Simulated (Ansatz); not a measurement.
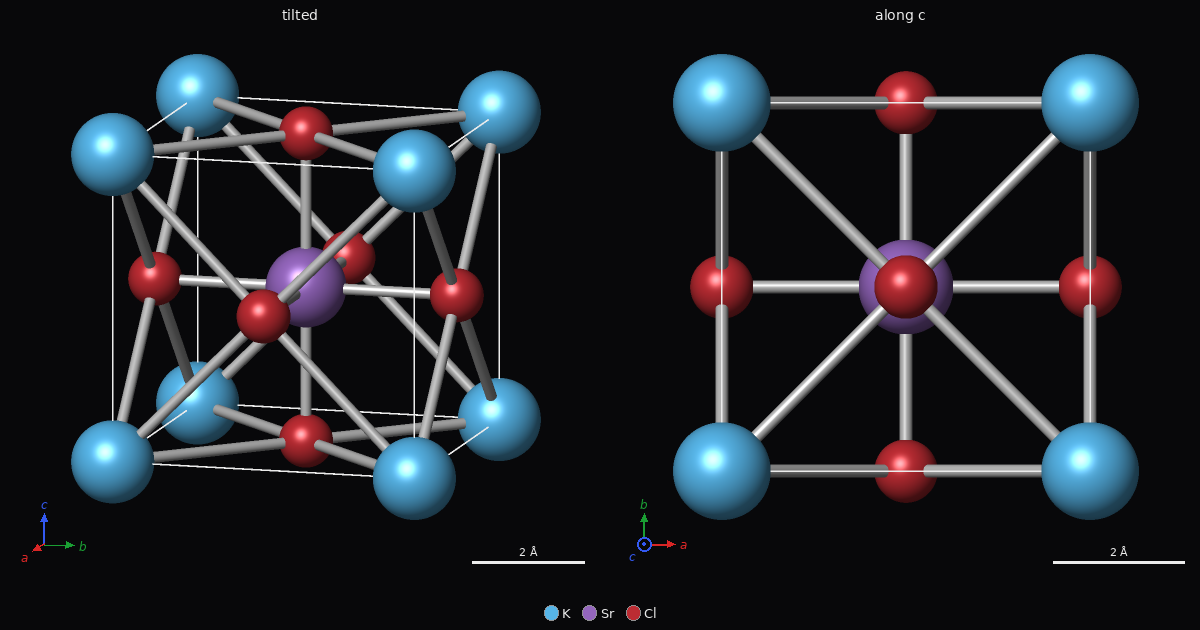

View slightly off an axis and along the c axis, drawn as a ball-and-stick model. Thin lines show the conventional unit cell, with boundary atoms drawn in all their periodic places.

KSrCl₃, cubic perovskite, space group Pm-3m (No. 221), a = 5.636 Å, b = 5.636 Å, c = 5.636 Å, α = 90.00°, β = 90.00°, γ = 90.00°. The initial geometry was a structure type filled with these elements by a generator (whether the compound takes this form wasn't checked). Earlier steps of the study may have refined or changed the cell and positions. Ansatz was used for an electronic-structure calculation on it.

This one geometry was computed with Ansatz (DFT, plane waves, PAW) at three levels of theory: r2SCAN, PBE and HSE06. It was relaxed beforehand with r2SCAN.

### How does the band gap change with the level of theory?

PBE: a gap of 4.48 eV, indirect; r2SCAN: a gap of 5.19 eV, indirect; HSE06: a gap of 5.74 eV, indirect.

### Collect the results in a table.

| level | cutoff (eV) | k-mesh of the run's cell | gap (eV) | pressure (GPa) |
| --- | --- | --- | --- | --- |
| r2SCAN | 500 | 4×4×4 | 5.19 | 0.0 |
| PBE | 420 | 4×4×4 | 4.48 | 0.5 |
| HSE06 | 420 | 4×4×4 | 5.74 | 0.2 |

Gaps are taken on the k-mesh or band path of each run.
